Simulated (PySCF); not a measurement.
SMILES [Zn]([OH])[SeH] (H2OSeZn) at its CAM-B3LYP/def2-SVP optimised geometry (Å):

```
5

Zn     0.0345     0.3435     0.0000
O      1.7997     0.3435     0.0000
H      2.2330    -0.4986    -0.1765
Se    -2.2330     0.4986     0.0000
H     -2.2929     0.2304     1.4449
```

Calculation: CAM-B3LYP/def2-TZVP (PySCF). Cells within 0.4 Å of a nucleus heavier than hydrogen are left out (blank, or x).

Map of the deformation density (molecule minus spherical neutral atoms) (e/bohr³) on the plane z = 0.0 Å:

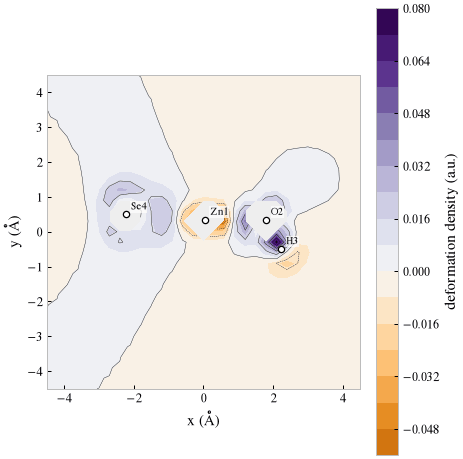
Fig. 1. Deformation density (molecule minus spherical neutral atoms) (e/bohr³) on the plane z = 0.0 Å.
